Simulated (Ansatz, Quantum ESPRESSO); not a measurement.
**MgHF (P3m1): Raman and infrared activity**

Wanted: vibrational spectra of MgHF (P3m1) from linear and non-linear response.

Calculated with Quantum ESPRESSO 8.0 development, patched; DFT LDA, scalar-relativistic, plane waves, PseudoDojo norm-conserving pseudopotentials.

The structure was built from a prototype and need not be the compound's stable phase.

### 1. Starting point

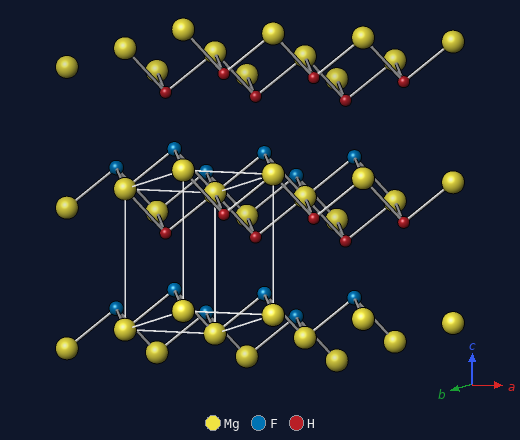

Start, viewed from a free direction; magnesium yellow, fluorine blue, hydrogen red. 3×2×2 cells are drawn. Bonds to atoms that aren't drawn are left out. Some periodic images of atoms are drawn too.

Coordinates:

```cif
data_structure
_symmetry_space_group_name_H-M 'P 1'
_symmetry_Int_Tables_number 1
_cell_length_a 2.9486
_cell_length_b 2.9486
_cell_length_c 4.7178
_cell_angle_alpha 90.000
_cell_angle_beta 90.000
_cell_angle_gamma 120.000
_cell_volume 35.52
loop_
_atom_site_label
_atom_site_type_symbol
_atom_site_fract_x
_atom_site_fract_y
_atom_site_fract_z
_atom_site_occupancy
Mg1 Mg 0.00000 0.00000 0.00000 1
F2 F 0.33333 0.66667 0.25000 1
H3 H 0.66667 0.33333 0.75000 1
```

### 2. A probe with smearing

Before anything dear is run, a loose run with smearing shows whether this is a metal and how far the cell is from rest.

probe.in reads:

```
&control
   calculation = 'scf'
   prefix = 'x'
   outdir = './tmp'
   pseudo_dir = './pseudo'
   tprnfor = .true.
   tstress = .true.
   verbosity = 'high'
/
&system
   ibrav = 0
   nat = 3
   ntyp = 3
   ecutwfc = 84.0
   occupations = 'smearing'
   smearing = 'gaussian'
   degauss = 0.01
/
&electrons
   conv_thr = 1.0d-07
   mixing_beta = 0.7
   electron_maxstep = 100
/
ATOMIC_SPECIES
 Mg     24.3050  Mg.upf
 F      18.9984  F.upf
 H       1.0080  H.upf
CELL_PARAMETERS angstrom
     2.948606450    0.000000000    0.000000000
    -1.474303220    2.553568090    0.000000000
     0.000000000    0.000000000    4.717770310
ATOMIC_POSITIONS crystal
 Mg     0.000000000   0.000000000   0.000000000
 F      0.333333330   0.666666670   0.250000000
 H      0.666666670   0.333333330   0.750000000
K_POINTS automatic
 9 9 4 0 0 0
```

On the command line:

```
> OMP_NUM_THREADS=1 mpirun -n 4 pw.x -nk 4 -in probe.in > probe.out
```

The log of the run:

```text
[banners, grids, parts of the stress and lines that vanish by symmetry left out]
Program PWSCF v.8.0dev
     Message from routine setup:
     using ibrav=0 with symmetry is DISCOURAGED, use correct ibrav instead
[...]
kinetic-energy cutoff     =      84.0000  Ry
     charge density cutoff     =     336.0000  Ry
     scf convergence threshold =      1.0E-07
[...]
Exchange-correlation= SLA-PW-NOGX-NOGC
                           (   1   4   0   0   0   0   0)
[...]
6 Sym. Ops. (no inversion) found
[...]
(     0          1          0      )
                  (     0          0          1      )
[...]
(  0.0000000  1.0000000  0.0000000 )
                  (  0.0000000  0.0000000  1.0000000 )
[...]
(    -1         -1          0      )
                  (     0          0          1      )
[...]
(    -1          0          0      )
                  (     0          0          1      )
[...]
( -0.8660254 -0.5000000  0.0000000 )
                  (  0.0000000  0.0000000  1.0000000 )
[...]
number of k points=    43  Gaussian smearing, width (Ry)=  0.0100
[...]
End of self-consistent calculation
[...]
the Fermi energy is     5.2007 ev
!    total energy              =    -169.05706826 Ry
[...]
convergence has been achieved in   7 iterations
[...]
atom    1 type  1   force =     0.00000000    0.00000000    0.02316190
     atom    2 type  2   force =     0.00000000    0.00000000   -0.06581246
     atom    3 type  3   force =     0.00000000    0.00000000    0.04265056
[...]
Total force =     0.081773     Total SCF correction =     0.000135
[...]
total   stress  (Ry/bohr**3)                   (kbar)     P=      -67.23
[...]
XML data file, charge density, pseudopotentials, collected wavefunctions

   JOB DONE.
```

The job ended after 5.2 s (4 MPI ranks of Intel Xeon Platinum 8375C at 2.90GHz (Ice Lake), shared host; 20 s of CPU time).

Numbers from this step:

* volume per atom: 11.84 Å³
* pressure: -6.723 GPa
* gap on the k-mesh: 3.841 eV

A gap of 3.8 eV opens on this mesh, so the crystal is taken as an insulator; the start stands at -6.7 GPa.

### 3. Relaxing the cell and atoms

The relaxation runs at a cutoff a fifth above that of the response, since stress converges more slowly with the basis than frequencies do. Forces and stress are brought to rest with tight thresholds.

relax.in reads:

```
&control
   calculation = 'vc-relax'
   prefix = 'x'
   outdir = './tmp'
   pseudo_dir = './pseudo'
   tprnfor = .true.
   tstress = .true.
   forc_conv_thr = 2.0d-05
   etot_conv_thr = 1.0d-07
   nstep = 40
/
&system
   ibrav = 0
   nat = 3
   ntyp = 3
   ecutwfc = 101
   occupations = 'fixed'
   nbnd = 11
/
&electrons
   conv_thr = 1.0d-11
   mixing_beta = 0.7
   electron_maxstep = 100
/
&ions
/
&cell
   press_conv_thr = 0.2
/
ATOMIC_SPECIES
 Mg     24.3050  Mg.upf
 F      18.9984  F.upf
 H       1.0080  H.upf
CELL_PARAMETERS angstrom
     2.948606450    0.000000000    0.000000000
    -1.474303220    2.553568090    0.000000000
     0.000000000    0.000000000    4.717770310
ATOMIC_POSITIONS crystal
 Mg     0.000000000   0.000000000   0.000000000
 F      0.333333330   0.666666670   0.250000000
 H      0.666666670   0.333333330   0.750000000
K_POINTS automatic
 9 9 4 0 0 0
```

On the command line:

```
> OMP_NUM_THREADS=1 mpirun -n 4 pw.x -nk 4 -in relax.in > relax.out
```

The log of the run:

```text
[banners, grids, parts of the stress and lines that vanish by symmetry left out]
[banner, memory and clock lines left out]
Program PWSCF v.8.0dev

[...]
kinetic-energy cutoff     =     101.0000  Ry
     charge density cutoff     =     404.0000  Ry
     scf convergence threshold =      1.0E-11
[...]
energy convergence thresh.=      1.0E-07
     force convergence thresh. =      2.0E-05
     press convergence thresh. =      2.0E-01
     Exchange-correlation= SLA-PW-NOGX-NOGC
                           (   1   4   0   0   0   0   0)
[...]
6 Sym. Ops. (no inversion) found
[...]
number of k points=    43
[...]
End of self-consistent calculation
[...]
highest occupied, lowest unoccupied level (ev):     1.9420    5.7830
!    total energy              =    -169.05712279 Ry
[...]
convergence has been achieved in  10 iterations
[...]
atom    1 type  1   force =     0.00000000   -0.00000000    0.02315508
     atom    2 type  2   force =     0.00000000    0.00000000   -0.06580384
     atom    3 type  3   force =     0.00000000    0.00000000    0.04264876
     Total force =     0.081763     Total SCF correction =     0.000000
[...]
total   stress  (Ry/bohr**3)                   (kbar)     P=      -67.24
[...]
number of bfgs steps    =   0
[...]
CELL_PARAMETERS (angstrom)
[...]
ATOMIC_POSITIONS (crystal)
Mg              -0.0000000000       -0.0000000000        0.0025972315
F                0.3333333300        0.6666666700        0.2426189940
H                0.6666666700        0.3333333300        0.7547837745
[...]
New effective cutoffs (rho, wfc):  422.93  106.53
[...]
End of self-consistent calculation
[...]
highest occupied, lowest unoccupied level (ev):     2.2784    6.3002
!    total energy              =    -169.06866239 Ry
[...]
convergence has been achieved in   8 iterations
[...]
atom    1 type  1   force =    -0.00000000    0.00000000    0.00922569
     atom    2 type  2   force =     0.00000000   -0.00000000   -0.04421237
     atom    3 type  3   force =    -0.00000000    0.00000000    0.03498668
     Total force =     0.057131     Total SCF correction =     0.000001
[...]
total   stress  (Ry/bohr**3)                   (kbar)     P=      -39.61
[...]
number of bfgs steps    =   1
[...]
CELL_PARAMETERS (angstrom)
[...]
ATOMIC_POSITIONS (crystal)
Mg               0.0000000000        0.0000000000        0.0042382816
[...]
New effective cutoffs (rho, wfc):  448.81  113.23
[...]
End of self-consistent calculation
[...]
highest occupied, lowest unoccupied level (ev):     2.5898    6.7925
!    total energy              =    -169.07637043 Ry
[...]
convergence has been achieved in   8 iterations
[...]
atom    1 type  1   force =    -0.00000000    0.00000000   -0.00400496
     atom    2 type  2   force =     0.00000000   -0.00000000   -0.02086406
     atom    3 type  3   force =    -0.00000000    0.00000000    0.02486902
     Total force =     0.032708     Total SCF correction =     0.000001
[...]
total   stress  (Ry/bohr**3)                   (kbar)     P=       -8.74
[...]
number of bfgs steps    =   2
[...]
CELL_PARAMETERS (angstrom)
[...]
ATOMIC_POSITIONS (crystal)
[...]
New effective cutoffs (rho, wfc):  484.72  122.55
[...]
Total force =     0.000472     Total SCF correction =     0.000000
[...]
total   stress  (Ry/bohr**3)                   (kbar)     P=        1.74
[...]
number of bfgs steps    =  15
[...]
highest occupied, lowest unoccupied level (ev):     2.4639    6.9101
!    total energy              =    -169.08236639 Ry
[...]
convergence has been achieved in   7 iterations
[...]
Total force =     0.000476     Total SCF correction =     0.000001
[...]
total   stress  (Ry/bohr**3)                   (kbar)     P=        0.78
[...]
number of bfgs steps    =  16
[...]
highest occupied, lowest unoccupied level (ev):     2.4536    6.8985
!    total energy              =    -169.08236696 Ry
[...]
convergence has been achieved in   5 iterations
[...]
Total force =     0.000242     Total SCF correction =     0.000001
[...]
total   stress  (Ry/bohr**3)                   (kbar)     P=        0.31
[...]
number of bfgs steps    =  17
[...]
New effective cutoffs (rho, wfc):  487.60  123.41
[...]
highest occupied, lowest unoccupied level (ev):     2.4519    6.8965
!    total energy              =    -169.08236711 Ry
[...]
convergence has been achieved in   5 iterations
[...]
atom    2 type  2   force =    -0.00000000   -0.00000000    0.00002696
     atom    3 type  3   force =    -0.00000000   -0.00000000   -0.00001174
     Total force =     0.000033     Total SCF correction =     0.000001
[...]
total   stress  (Ry/bohr**3)                   (kbar)     P=        0.03
[...]
number of bfgs steps    =  18
[...]
CELL_PARAMETERS (angstrom)
[...]
ATOMIC_POSITIONS (crystal)
[...]
New effective cutoffs (rho, wfc):  487.71  123.44
[...]
End of self-consistent calculation
[...]
highest occupied, lowest unoccupied level (ev):     2.4530    6.8975
!    total energy              =    -169.08236712 Ry
[...]
convergence has been achieved in   5 iterations
[...]
atom    1 type  1   force =     0.00000000    0.00000000    0.00000020
     atom    2 type  2   force =    -0.00000000   -0.00000000    0.00000071
     atom    3 type  3   force =    -0.00000000   -0.00000000   -0.00000091
     Total force =     0.000001     Total SCF correction =     0.000000
[...]
total   stress  (Ry/bohr**3)                   (kbar)     P=       -0.00
[...]
bfgs converged in  20 scf cycles and  19 bfgs steps
[...]
End of BFGS Geometry Optimization
     Final enthalpy           =    -169.0823671181 Ry
     File ./tmp/x.bfgs deleted, as requested
[...]
CELL_PARAMETERS (angstrom)
[...]
ATOMIC_POSITIONS (crystal)
[...]
F                0.3333333300        0.6666666700        0.2202722122
H                0.6666666700        0.3333333300        0.7823170323
[...]
Final scf calculation at the relaxed structure.
[...]
kinetic-energy cutoff     =     101.0000  Ry
     charge density cutoff     =     404.0000  Ry
     scf convergence threshold =      1.3E-13
[...]
press convergence thresh. =      2.0E-01
     Exchange-correlation= SLA-PW-NOGX-NOGC
                           (   1   4   0   0   0   0   0)
[...]
6 Sym. Ops. (no inversion) found
[...]
number of k points=    43
[...]
End of self-consistent calculation
[...]
highest occupied, lowest unoccupied level (ev):     2.4530    6.8975
!    total energy              =    -169.08236261 Ry
[...]
convergence has been achieved in  11 iterations
[...]
atom    1 type  1   force =    -0.00000000   -0.00000000    0.00000224
     atom    2 type  2   force =    -0.00000000   -0.00000000   -0.00000115
     atom    3 type  3   force =    -0.00000000   -0.00000000   -0.00000108
     Total force =     0.000003     Total SCF correction =     0.000000
[...]
total   stress  (Ry/bohr**3)                   (kbar)     P=       -0.01
[...]
XML data file, charge density, pseudopotentials, collected wavefunctions
```

Wall time 90 s (4 MPI ranks).

Step by step:

```csv
step,energy less that of the first step (eV),largest force (eV/Å),pressure (GPa),volume (Å³)
1,0.0000,1.6919,-6.72,35.52
2,-0.1570,1.1367,-3.96,34.31
3,-0.2619,0.6394,-0.87,33.20
4,-0.3181,0.3690,2.26,32.21
5,-0.3311,0.3085,1.93,32.30
6,-0.3415,0.1318,0.46,32.74
7,-0.3423,0.0716,-0.01,32.89
8,-0.3425,0.0466,-0.17,32.95
9,-0.3428,0.0363,-0.20,32.97
10,-0.3430,0.0400,-0.08,32.94
11,-0.3430,0.0299,0.05,32.91
12,-0.3431,0.0187,0.14,32.91
13,-0.3431,0.0100,0.18,32.92
14,-0.3432,0.0046,0.21,32.97
15,-0.3433,0.0050,0.21,33.04
16,-0.3434,0.0099,0.17,33.15
17,-0.3435,0.0099,0.08,33.33
18,-0.3435,0.0050,0.03,33.36
19,-0.3435,0.0007,0.00,33.37
20,-0.3435,0.0000,0.00,33.36
21,-0.3434,0.0001,0.00,33.36
```

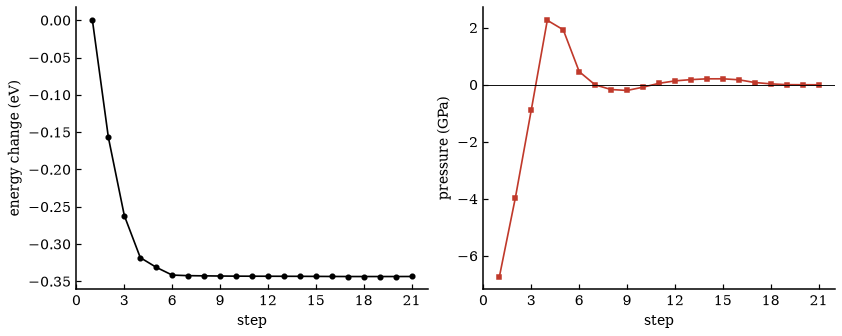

Energy and pressure along the relaxation.

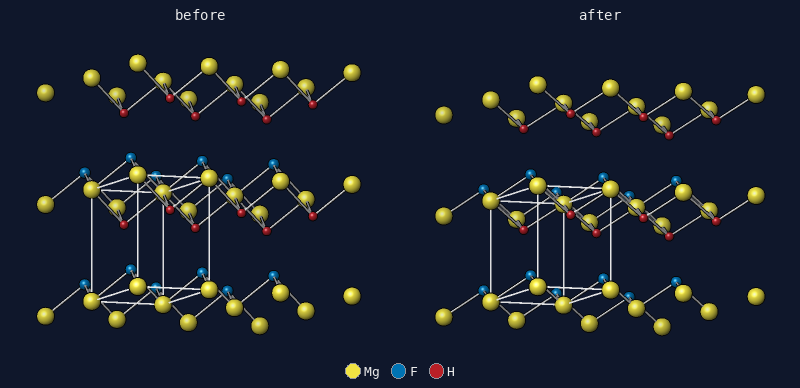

Before and after, at one scale. Bonds to atoms that aren't drawn are left out.

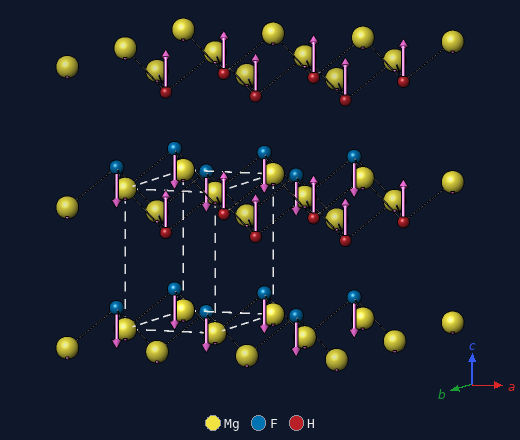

Displacements in the relaxation, exaggerated, measured against the changing cell; the longest in the cell stands for 0.14 Å. Bonds to atoms that aren't drawn are left out. 3×2×2 cells are drawn. Some periodic images of atoms are drawn too.

```csv
"conventional cell, symmetrised",before,after,change
a (Å),2.949,3.005,+1.9 %
b (Å),2.949,3.005,+1.9 %
c (Å),4.718,4.266,-9.6 %
volume (Å³/atom),11.84,11.12,-6.1 %
```

The atoms that moved most (Å, as changes of fractional coordinates times the final cell):

```csv
atom,dx,dy,dz,length
H3,0.000,0.000,0.138,0.138
F2,0.000,0.000,-0.127,0.127
Mg1,0.000,0.000,-0.011,0.011
```

The relaxed structure:

```xyz
3
Lattice="3.0051 0.0000 0.0000 -1.5026 2.6025 0.0000 0.0000 0.0000 4.2659" Properties=species:S:1:pos:R:3 pbc="T T T"
Mg    0.0000    0.0000   -0.0110
F     0.0000    1.7350    0.9396
H     1.5026    0.8675    3.3372
```

The last row of the table of steps is pw.x's closing run on a basis chosen anew for the final cell, so its energy can jump.

Read from the output:

* volume per atom: 11.12 Å³
* pressure: -6.67e-4 GPa
* gap on the k-mesh: 4.444 eV

The volume changes by -6.1 % from the cell with which this run began.

### 4. Self-consistent run for the response

The response is built on this ground state, so it is converged far tighter than an energy would need. With a gap, occupations are fixed, which also allows the response to an electric field.

scf.in reads:

```
&control
   calculation = 'scf'
   prefix = 'x'
   outdir = './tmp'
   pseudo_dir = './pseudo'
   tprnfor = .true.
   tstress = .true.
/
&system
   ibrav = 0
   nat = 3
   ntyp = 3
   ecutwfc = 84.0
   occupations = 'fixed'
   nbnd = 11
/
&electrons
   conv_thr = 1.0d-12
   mixing_beta = 0.7
   electron_maxstep = 100
/
ATOMIC_SPECIES
 Mg     24.3050  Mg.upf
 F      18.9984  F.upf
 H       1.0080  H.upf
CELL_PARAMETERS angstrom
     3.005121791    0.000000000    0.000000000
    -1.502560893    2.602511814    0.000000000
     0.000000000    0.000000000    4.265852194
ATOMIC_POSITIONS crystal
 Mg     0.000000000   0.000000000  -0.002589244
 F      0.333333333   0.666666667   0.220272212
 H      0.666666667   0.333333333   0.782317032
K_POINTS automatic
 9 9 4 0 0 0
```

On the command line:

```
> OMP_NUM_THREADS=1 mpirun -n 4 pw.x -nk 4 -in scf.in > scf.out
```

The log of the run:

```text
[banners, grids, parts of the stress and lines that vanish by symmetry left out]
[banner, memory and clock lines left out]
Program PWSCF v.8.0dev

[...]
kinetic-energy cutoff     =      84.0000  Ry
     charge density cutoff     =     336.0000  Ry
     scf convergence threshold =      1.0E-12
[...]
Exchange-correlation= SLA-PW-NOGX-NOGC
                           (   1   4   0   0   0   0   0)
[...]
6 Sym. Ops. (no inversion) found
[...]
number of k points=    43
[...]
End of self-consistent calculation
[...]
highest occupied, lowest unoccupied level (ev):     2.4530    6.8976
!    total energy              =    -169.08230713 Ry
[...]
convergence has been achieved in  11 iterations
[...]
atom    1 type  1   force =     0.00000000   -0.00000000    0.00000973
     atom    2 type  2   force =     0.00000000   -0.00000000   -0.00000267
     atom    3 type  3   force =     0.00000000    0.00000000   -0.00000706
     Total force =     0.000012     Total SCF correction =     0.000000
[...]
total   stress  (Ry/bohr**3)                   (kbar)     P=       -0.16
[...]
XML data file, charge density, pseudopotentials, collected wavefunctions
```

Run time: 5.9 s. Hardware: 4 MPI ranks.

This step gave:

```
pressure          : -0.016 GPa
gap on the k-mesh : 4.445 eV
```

The cell stands at -0.016 GPa, close enough for phonons.

[end of part 1 of 3]

[Host names and launcher messages were left out of these logs when they were recorded.]

[Logs are printed without paths, hosts, clocks, repeated set-up lines and the standing remarks that a program may print on its own settings, such as how far it seeks lower states.]

[Hosts, paths, dates, database ids (printed as entryN), source tags and the programs' standing remarks are cut or masked in the printed files.]
